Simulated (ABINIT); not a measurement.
## CdH2 (Fm-3m): zone-centre phonons

Which modes does CdH2 (Fm-3m) have at the zone centre?

Calculated with ABINIT 10.8.3; DFT LDA, scalar-relativistic, plane waves, PseudoDojo norm-conserving pseudopotentials.

The structure was built from a prototype and need not be the compound's stable phase.

## (1) The starting structure

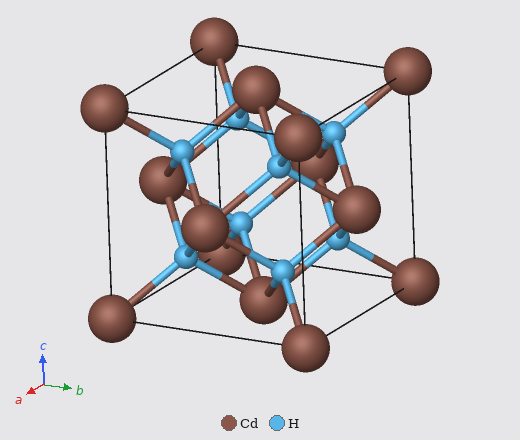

The starting structure, seen slightly off an axis (cadmium brown, hydrogen blue). This picture shows the conventional cell, with its axes. Some periodic images of atoms are drawn too.

## (2) A probe with smearing

A first run with smearing and empty bands tells whether the crystal has a gap, which decides between fixed occupations and smearing later on.

probe.abi

```
# ground state
tolvrs 1.0d-08
prtden 1
prtwf 1

# basis, mesh and filling
ecut 57.0
ecutsm 3.0
ngkpt 6 6 6
nshiftk 1
shiftk 0.0 0.0 0.0
istwfk *1
occopt 7
tsmear 0.005
nband 18
nstep 100
diemac 9.0
prtebands 0
prtgsr 0
useylm 1

# cell and atoms
acell 3*1.0 Angstrom
rprim 
    -2.73854553 0.0 2.73854553
    0.0 2.73854553 2.73854553
    -2.73854553 2.73854553 0.0
ntypat 2
znucl 48 1
natom 3
typat 1 2 2
xred 
    0.0 0.0 0.0
    0.75 0.75 0.75
    0.25 0.25 0.25
pp_dirpath "./pseudo"
pseudos "Cd.upf, H.upf"
```

Run with:

```sh
$ OMP_NUM_THREADS=1 mpirun -n 4 abinit probe.abi > probe.log
```

Numbers of over 12 decimals in the logs are rounded to 6 here.

probe.abo, the main output file:

```text
[banners, grids, parts of the stress and lines that vanish by symmetry left out]
- input  file    -> probe.abi
- output file    -> probe.abo
- root for input  files -> probei
[...]
Symmetries : space group Fm -3 m (#225); Bravais cF (face-center cubic)
[...]
mpw =        5769          nfft =      125000          nkpt =          16
[...]
== DATASET  1 ==================================================================
[...]
cutoff_energies: {ecut:  57.0, pawecutdg:  -1.0, }
[...]
ETOT  1  -174.41625452497    -1.744E+02 5.798E+00 4.377E+03
 ETOT  2  -175.40083702904    -9.846E-01 2.054E-01 8.715E+03
 ETOT  3  -176.25565956752    -8.548E-01 3.954E-02 9.985E+02
 ETOT  4  -176.33797429244    -8.231E-02 5.009E-02 1.892E+02
 ETOT  5  -176.35841400080    -2.044E-02 2.447E-03 7.641E-02
[...]
ETOT 11  -176.35843197649    -2.888E-11 1.021E-04 1.008E-08
 ETOT 12  -176.35843197650    -8.185E-12 2.435E-05 6.714E-11
 At SCF step   12       vres2   =  6.71E-11 < tolvrs=  1.00E-08 =>converged.
[...]
sigma(1 1)=  3.96566133E-04  sigma(3 2)=  0.00000000E+00
  sigma(2 2)=  3.96566133E-04  sigma(3 1)=  0.00000000E+00
  sigma(3 3)=  3.96566133E-04  sigma(2 1)=  0.00000000E+00
[...]
convergence: {deltae: -8.185E-12, res2:  6.714E-11, residm:  2.435E-05, diffor: null, }
etotal    :  -1.76358432E+02
[...]
sigma(1 1)=  3.96566133E-04  sigma(3 2)=  0.00000000E+00
  sigma(2 2)=  3.96566133E-04  sigma(3 1)=  0.00000000E+00
  sigma(3 3)=  3.96566133E-04  sigma(2 1)=  0.00000000E+00
[...]
- sigma(1 1)=  1.16673785E+01  sigma(3 2)=  0.00000000E+00
- sigma(2 2)=  1.16673785E+01  sigma(3 1)=  0.00000000E+00
- sigma(3 3)=  1.16673785E+01  sigma(2 1)=  0.00000000E+00
[...]
fcart     -0.0000000000E+00 -0.0000000000E+00 -0.0000000000E+00
           strten      3.9656613311E-04  3.9656613311E-04  3.9656613311E-04
================================================================================

[key lines of the parts left out:]
pressure_GPa:  -1.1667E+01
```

Wall time 18 s (4 MPI ranks of Arm Neoverse V1, shared host); 73 s of CPU time.

Read from the output:

* volume per atom: 13.69 Å³
* pressure: -11.67 GPa
* gap on the k-mesh: 0 eV

No gap opens on this mesh, so smearing is kept.

## (3) Rough relaxation

The typed start is rough, so a first relaxation with smearing and loose thresholds takes it towards rest cheaply.

prerelax.abi

```
# relaxation
ionmov 2
optcell 2
dilatmx 1.15
chkdilatmx 0
ntime 40
tolmxf 3.0d-04
tolvrs 1.0d-10
prtwf 0
prtden 0
chksymtnons 0

# basis, mesh and filling
ecut 45.6
ecutsm 3.0
ngkpt 6 6 6
nshiftk 1
shiftk 0.0 0.0 0.0
istwfk *1
occopt 7
tsmear 0.005
nband 18
nstep 100
diemac 1000000.0
prtebands 0
prtgsr 0
useylm 1

# cell and atoms
acell 3*1.0 Angstrom
rprim 
    -2.73854553 0.0 2.73854553
    0.0 2.73854553 2.73854553
    -2.73854553 2.73854553 0.0
ntypat 2
znucl 48 1
natom 3
typat 1 2 2
xred 
    0.0 0.0 0.0
    0.75 0.75 0.75
    0.25 0.25 0.25
pp_dirpath "./pseudo"
pseudos "Cd.upf, H.upf"
```

Run with:

```sh
$ OMP_NUM_THREADS=1 mpirun -n 4 abinit prerelax.abi > prerelax.log
```

prerelax.abo, the main output file:

```text
[banners, grids, parts of the stress and lines that vanish by symmetry left out]
- input  file    -> prerelax.abi
- output file    -> prerelax.abo
- root for input  files -> prerelaxi
[...]
Symmetries : space group Fm -3 m (#225); Bravais cF (face-center cubic)
[...]
mpw =        6233          nfft =      157464          nkpt =          16
[...]
== DATASET  1 ==================================================================
[...]
cutoff_energies: {ecut:  45.6, pawecutdg:  -1.0, }
[...]
ETOT  1  -174.74443977149    -1.747E+02 5.601E+00 4.266E+03
 ETOT  2  -175.68692467254    -9.425E-01 1.042E-01 7.446E+03
 ETOT  3  -176.29132086401    -6.044E-01 1.812E-02 8.013E+02
 ETOT  4  -176.34621074419    -5.489E-02 7.148E-03 1.295E+02
 ETOT  5  -176.35742329040    -1.121E-02 8.070E-04 6.822E-01
[...]
At SCF step   12       vres2   =  5.36E-12 < tolvrs=  1.00E-10 =>converged.
[...]
ETOT  9  -176.37596893422    -2.407E-11 2.138E-07 8.356E-12
 At SCF step    9       vres2   =  8.36E-12 < tolvrs=  1.00E-10 =>converged.
[...]
sigma(1 1)= -2.00022514E-06  sigma(3 2)=  0.00000000E+00
  sigma(2 2)= -2.00022514E-06  sigma(3 1)=  0.00000000E+00
  sigma(3 3)= -2.00022514E-06  sigma(2 1)=  0.00000000E+00
[...]
convergence: {deltae: -2.407E-11, res2:  8.356E-12, residm:  2.138E-07, diffor: null, }
etotal    :  -1.76375969E+02
[...]
At Broyd/MD step   6, gradients are converged :
[...]
sigma(1 1)= -2.00022514E-06  sigma(3 2)=  0.00000000E+00
  sigma(2 2)= -2.00022514E-06  sigma(3 1)=  0.00000000E+00
  sigma(3 3)= -2.00022514E-06  sigma(2 1)=  0.00000000E+00
[...]
- sigma(1 1)= -5.88486553E-02  sigma(3 2)=  0.00000000E+00
- sigma(2 2)= -5.88486553E-02  sigma(3 1)=  0.00000000E+00
- sigma(3 3)= -5.88486553E-02  sigma(2 1)=  0.00000000E+00
[...]
fcart     -0.0000000000E+00 -0.0000000000E+00 -0.0000000000E+00
           strten     -2.0002251384E-06 -2.0002251384E-06 -2.0002251384E-06
================================================================================

[key lines of the parts left out:]
pressure_GPa:   5.8849E-02
Total energy (etotal) [Ha]= -1.76375968934216E+02
```

Run time: 1.8 min. Hardware: 4 MPI ranks.

Relaxation path:

```csv
step,energy less that of the first step (eV),largest force (eV/Å),volume (Å³)
1,0.0000,0.0000,41.08
2,-0.1030,0.0000,39.63
3,-0.3056,0.0000,25.95
4,-0.4820,0.0000,32.18
5,-0.5025,0.0000,30.74
6,-0.5033,0.0000,30.39
```

```csv
"conventional cell, symmetrised",before,after,change
a (Å),5.477,4.953,-9.6 %
b (Å),5.477,4.953,-9.6 %
c (Å),5.477,4.953,-9.6 %
volume (Å³/atom),13.69,10.13,-26.0 %
```

Final coordinates:

```xyz
3
Lattice="-2.4767 0.0000 2.4767 0.0000 2.4767 2.4767 -2.4767 2.4767 0.0000" Properties=species:S:1:pos:R:3 pbc="T T T"
Cd    0.0000    0.0000    0.0000
H    -3.7151    3.7151    3.7151
H    -1.2384    1.2384    1.2384
```

Read from the output:

| Quantity | Value |
| --- | --- |
| volume per atom | 10.13 Å³ |
| pressure | 0.05885 GPa |

The volume changes by -26.0 % in this run and stands -26.0 % from the first cell.

## (4) Rough relaxation

The cell changed much, so the rough relaxation is repeated on a basis made for the new cell.

Edit prerelax.abi of step 3 so:

```diff
@@ -31,5 +31,5 @@
 rprim 
-    -2.73854553 0.0 2.73854553
-    0.0 2.73854553 2.73854553
-    -2.73854553 2.73854553 0.0
+    -2.476748387 0.0 2.476748387
+    0.0 2.476748387 2.476748387
+    -2.476748387 2.476748387 0.0
 ntypat 2
```

prerelax.abo, the main output file:

```text
[banners, grids, parts of the stress and lines that vanish by symmetry left out]
- input  file    -> prerelax.abi
- output file    -> prerelax.abo
- root for input  files -> prerelaxi
[...]
Symmetries : space group Fm -3 m (#225); Bravais cF (face-center cubic)
[...]
mpw =        4621          nfft =      110592          nkpt =          16
[...]
== DATASET  1 ==================================================================
[...]
cutoff_energies: {ecut:  45.6, pawecutdg:  -1.0, }
[...]
ETOT  1  -175.39725286804    -1.754E+02 7.466E+00 1.415E+03
 ETOT  2  -176.11233865960    -7.151E-01 1.213E-01 2.379E+03
 ETOT  3  -176.35902338694    -2.467E-01 1.687E-02 1.622E+02
 ETOT  4  -176.37509926109    -1.608E-02 1.135E-02 7.778E+00
 ETOT  5  -176.37595373575    -8.545E-04 1.772E-03 1.505E-01
[...]
ETOT 11  -176.37596891784    -1.094E-11 5.032E-05 2.581E-10
 ETOT 12  -176.37596891782     1.859E-11 3.547E-05 3.594E-12
 At SCF step   12       vres2   =  3.59E-12 < tolvrs=  1.00E-10 =>converged.
[...]
sigma(1 1)= -1.99927151E-06  sigma(3 2)=  0.00000000E+00
  sigma(2 2)= -1.99927151E-06  sigma(3 1)=  0.00000000E+00
  sigma(3 3)= -1.99927151E-06  sigma(2 1)=  0.00000000E+00
[...]
convergence: {deltae:  1.859E-11, res2:  3.594E-12, residm:  3.547E-05, diffor: null, }
etotal    :  -1.76375969E+02
[...]
At Broyd/MD step   1, gradients are converged :
[...]
sigma(1 1)= -1.99927151E-06  sigma(3 2)=  0.00000000E+00
  sigma(2 2)= -1.99927151E-06  sigma(3 1)=  0.00000000E+00
  sigma(3 3)= -1.99927151E-06  sigma(2 1)=  0.00000000E+00
[...]
- sigma(1 1)= -5.88205985E-02  sigma(3 2)=  0.00000000E+00
- sigma(2 2)= -5.88205985E-02  sigma(3 1)=  0.00000000E+00
- sigma(3 3)= -5.88205985E-02  sigma(2 1)=  0.00000000E+00
[...]
fcart     -0.0000000000E+00 -0.0000000000E+00 -0.0000000000E+00
           strten     -1.9992715055E-06 -1.9992715055E-06 -1.9992715055E-06
================================================================================

[key lines of the parts left out:]
pressure_GPa:   5.8821E-02
Total energy (etotal) [Ha]= -1.76375968917821E+02
```

Elapsed: 14 s, on 4 MPI ranks; 54 s of CPU time.

Little changed from the start: no atom moved by 0.005 Å and no cell edge by 0.1 %.

Numbers from this step:

* pressure: 0.05882 GPa

The volume changes by +0.0 % in this run and stands -26.0 % from the first cell.

## (5) Relaxing the cell and atoms

The harmonic expansion needs vanishing forces, and a free crystal bears no stress, so cell and atoms are brought to rest. Stress is more sensitive to the basis than forces are: the last 3 Ha under the cutoff are smoothed with ecutsm.

relax.abi

```
# relaxation
ionmov 2
optcell 2
dilatmx 1.08
ntime 40
tolmxf 1.0d-05
tolvrs 1.0d-14
prtwf 0
prtden 0
chksymtnons 0

# basis, mesh and filling
ecut 57.0
ecutsm 3.0
ngkpt 10 10 10
nshiftk 1
shiftk 0.0 0.0 0.0
istwfk *1
occopt 6
tsmear 0.01
nband 18
nstep 100
diemac 1000000.0
prtebands 0
prtgsr 0
useylm 1

# cell and atoms
acell 3*1.0 Angstrom
rprim 
    -2.476748389 0.0 2.476748389
    0.0 2.476748389 2.476748389
    -2.476748389 2.476748389 0.0
ntypat 2
znucl 48 1
natom 3
typat 1 2 2
xred 
    0.0 0.0 0.0
    0.75 0.75 0.75
    0.25 0.25 0.25
pp_dirpath "./pseudo"
pseudos "Cd.upf, H.upf"
```

Run with:

```sh
$ OMP_NUM_THREADS=1 mpirun -n 4 abinit relax.abi > relax.log
```

relax.abo, the main output file:

```text
[banners, grids, parts of the stress and lines that vanish by symmetry left out]
- input  file    -> relax.abi
- output file    -> relax.abo
- root for input  files -> relaxi
[...]
Symmetries : space group Fm -3 m (#225); Bravais cF (face-center cubic)
[...]
mpw =        5346          nfft =      125000          nkpt =          47
[...]
== DATASET  1 ==================================================================
[...]
cutoff_energies: {ecut:  57.0, pawecutdg:  -1.0, }
[...]
ETOT  1  -175.30678242016    -1.753E+02 7.541E+00 1.816E+03
 ETOT  2  -176.05564471391    -7.489E-01 2.410E-01 3.246E+03
 ETOT  3  -176.35186207497    -2.962E-01 2.579E-02 2.581E+02
 ETOT  4  -176.37464706766    -2.278E-02 8.453E-03 1.472E+01
 ETOT  5  -176.37601492260    -1.368E-03 2.667E-03 1.344E+00
[...]
At SCF step   13       vres2   =  1.37E-15 < tolvrs=  1.00E-14 =>converged.
[...]
sigma(1 1)= -1.93551681E-05  sigma(3 2)=  0.00000000E+00
  sigma(2 2)= -1.93551681E-05  sigma(3 1)=  0.00000000E+00
  sigma(3 3)= -1.93551681E-05  sigma(2 1)=  0.00000000E+00
[...]
convergence: {deltae: -1.117E-11, res2:  1.369E-15, residm:  5.451E-05, diffor: null, }
etotal    :  -1.76376145E+02
[...]
ETOT  1  -176.37593742133    -1.764E+02 4.024E-05 3.169E+00
[...]
At SCF step    9       vres2   =  2.86E-16 < tolvrs=  1.00E-14 =>converged.
[...]
sigma(1 1)= -1.49013259E-05  sigma(3 2)=  0.00000000E+00
  sigma(2 2)= -1.49013259E-05  sigma(3 1)=  0.00000000E+00
  sigma(3 3)= -1.49013259E-05  sigma(2 1)=  0.00000000E+00
[...]
convergence: {deltae: -4.263E-12, res2:  2.861E-16, residm:  2.043E-06, diffor: null, }
etotal    :  -1.76376151E+02
[...]
ETOT  1  -176.37364824481    -1.764E+02 6.701E-06 3.673E+01
[...]
At SCF step    9       vres2   =  7.79E-15 < tolvrs=  1.00E-14 =>converged.
[...]
sigma(1 1)= -1.43422772E-07  sigma(3 2)=  0.00000000E+00
  sigma(2 2)= -1.43422772E-07  sigma(3 1)=  0.00000000E+00
  sigma(3 3)= -1.43422772E-07  sigma(2 1)=  0.00000000E+00
[...]
convergence: {deltae: -1.930E-11, res2:  7.790E-15, residm:  8.912E-06, diffor: null, }
etotal    :  -1.76376161E+02
[...]
ETOT  1  -176.37616030277    -1.764E+02 1.081E-05 3.405E-03
[...]
ETOT  7  -176.37616053251    -4.349E-12 1.928E-05 1.888E-12
 ETOT  8  -176.37616053250     1.492E-11 1.225E-05 3.313E-15
 At SCF step    8       vres2   =  3.31E-15 < tolvrs=  1.00E-14 =>converged.
[...]
sigma(1 1)= -1.11194579E-09  sigma(3 2)=  0.00000000E+00
  sigma(2 2)= -1.11194580E-09  sigma(3 1)=  0.00000000E+00
  sigma(3 3)= -1.11194580E-09  sigma(2 1)=  0.00000000E+00
[...]
convergence: {deltae:  1.492E-11, res2:  3.313E-15, residm:  1.225E-05, diffor: null, }
etotal    :  -1.76376161E+02
[...]
At Broyd/MD step   4, gradients are converged :
[...]
sigma(1 1)= -1.11194579E-09  sigma(3 2)=  0.00000000E+00
  sigma(2 2)= -1.11194580E-09  sigma(3 1)=  0.00000000E+00
  sigma(3 3)= -1.11194580E-09  sigma(2 1)=  0.00000000E+00
[...]
- sigma(1 1)= -3.27145746E-05  sigma(3 2)=  0.00000000E+00
- sigma(2 2)= -3.27145749E-05  sigma(3 1)=  0.00000000E+00
- sigma(3 3)= -3.27145748E-05  sigma(2 1)=  0.00000000E+00
[...]
fcart     -0.0000000000E+00 -0.0000000000E+00 -0.0000000000E+00
           strten     -1.1119457907E-09 -1.1119458011E-09 -1.1119457976E-09
================================================================================

[key lines of the parts left out:]
pressure_GPa:   3.2715E-05
Total energy (etotal) [Ha]= -1.76376160532499E+02
```

It took 2.6 min on 4 MPI ranks.

The steps of the relaxation:

```csv
step,energy less that of the first step (eV),largest force (eV/Å),volume (Å³)
1,0.0000,0.0000,30.39
2,-0.0002,0.0000,30.44
3,-0.0004,0.0000,30.62
4,-0.0004,0.0000,30.62
```

```csv
"conventional cell, symmetrised",before,after,change
a (Å),4.953,4.966,+0.3 %
b (Å),4.953,4.966,+0.3 %
c (Å),4.953,4.966,+0.3 %
volume (Å³/atom),10.13,10.21,+0.8 %
```

The relaxed structure:

```cif
data_structure
_symmetry_space_group_name_H-M 'P 1'
_symmetry_Int_Tables_number 1
_cell_length_a 3.5116
_cell_length_b 3.5116
_cell_length_c 3.5116
_cell_angle_alpha 60.000
_cell_angle_beta 60.000
_cell_angle_gamma 60.000
_cell_volume 30.62
loop_
_atom_site_label
_atom_site_type_symbol
_atom_site_fract_x
_atom_site_fract_y
_atom_site_fract_z
_atom_site_occupancy
Cd1 Cd 0.00000 0.00000 0.00000 1
H2 H 0.75000 0.75000 0.75000 1
H3 H 0.25000 0.25000 0.25000 1
```

Numbers from this step:

```yaml
volume_per_atom: 10.21 Å³
pressure: 3.27e-5 GPa
```

The volume changes by +0.8 % in this run and stands -25.5 % from the first cell.

## (6) Ground state

The response is built on these wavefunctions, so the potential is converged far more tightly than an energy would need. ecutsm is kept as in the relaxation, so that the cell stays at rest. Smearing stays on, as the first look found no gap above 0.3 eV.

gs.abi

```
# ground state
tolvrs 1.0d-16
prtden 1
prtwf 1

# basis, mesh and filling
ecut 57.0
ecutsm 3.0
ngkpt 12 12 12
nshiftk 1
shiftk 0.0 0.0 0.0
istwfk *1
occopt 6
tsmear 0.01
nband 18
nstep 100
diemac 1000000.0
prtebands 0
prtgsr 0
useylm 1

# cell and atoms
acell 3*1.0 Angstrom
rprim 
    -2.483082191 0.0 2.483082191
    0.0 2.483082191 2.483082191
    -2.483082191 2.483082191 0.0
ntypat 2
znucl 48 1
natom 3
typat 1 2 2
xred 
    0.0 0.0 0.0
    0.75 0.75 0.75
    0.25 0.25 0.25
pp_dirpath "./pseudo"
pseudos "Cd.upf, H.upf"
```

Run with:

```sh
$ OMP_NUM_THREADS=1 mpirun -n 4 abinit gs.abi > gs.log
```

gs.abo, the main output file:

```text
[banners, grids, parts of the stress and lines that vanish by symmetry left out]
- input  file    -> gs.abi
- output file    -> gs.abo
- root for input  files -> gsi
[...]
Symmetries : space group Fm -3 m (#225); Bravais cF (face-center cubic)
[...]
mpw =        4279          nfft =      110592          nkpt =          72
[...]
== DATASET  1 ==================================================================
[...]
cutoff_energies: {ecut:  57.0, pawecutdg:  -1.0, }
[...]
ETOT  1  -175.23207494523    -1.752E+02 7.208E+00 1.826E+03
 ETOT  2  -176.01498999188    -7.829E-01 4.127E-01 3.283E+03
 ETOT  3  -176.34773840745    -3.327E-01 6.378E-02 2.748E+02
 ETOT  4  -176.37378253914    -2.604E-02 2.491E-02 2.255E+01
 ETOT  5  -176.37615881672    -2.376E-03 1.678E-02 1.108E+00
[...]
ETOT 13  -176.37627725124     1.563E-12 1.201E-04 2.203E-15
 ETOT 14  -176.37627725124    -5.684E-13 1.685E-04 5.035E-18
 At SCF step   14       vres2   =  5.03E-18 < tolvrs=  1.00E-16 =>converged.
[...]
sigma(1 1)=  1.74249390E-06  sigma(3 2)=  0.00000000E+00
  sigma(2 2)=  1.74249390E-06  sigma(3 1)=  0.00000000E+00
  sigma(3 3)=  1.74249390E-06  sigma(2 1)=  0.00000000E+00
[...]
convergence: {deltae: -5.684E-13, res2:  5.035E-18, residm:  1.685E-04, diffor: null, }
etotal    :  -1.76376277E+02
[...]
sigma(1 1)=  1.74249390E-06  sigma(3 2)=  0.00000000E+00
  sigma(2 2)=  1.74249390E-06  sigma(3 1)=  0.00000000E+00
  sigma(3 3)=  1.74249390E-06  sigma(2 1)=  0.00000000E+00
[...]
- sigma(1 1)=  5.12659405E-02  sigma(3 2)=  0.00000000E+00
- sigma(2 2)=  5.12659405E-02  sigma(3 1)=  0.00000000E+00
- sigma(3 3)=  5.12659405E-02  sigma(2 1)=  0.00000000E+00
[...]
fcart     -0.0000000000E+00 -0.0000000000E+00 -0.0000000000E+00
           strten      1.7424939011E-06  1.7424939010E-06  1.7424939011E-06
================================================================================

[key lines of the parts left out:]
pressure_GPa:  -5.1266E-02
```

It took 60 s on 4 MPI ranks.

Read from the output:

```yaml
pressure: -0.05127 GPa
```

The cell stands at -0.051 GPa, close enough for phonons.

(Part 1 of 2 ends here.)

[Host names and launcher messages were left out of these logs when they were recorded.]

[Logs are printed without paths, hosts, clocks, repeated set-up lines and the standing remarks that a program may print on its own settings, such as how far it seeks lower states.]

[Hosts, paths, dates, database ids (printed as entryN), source tags and the programs' standing remarks are cut or masked in the printed files.]
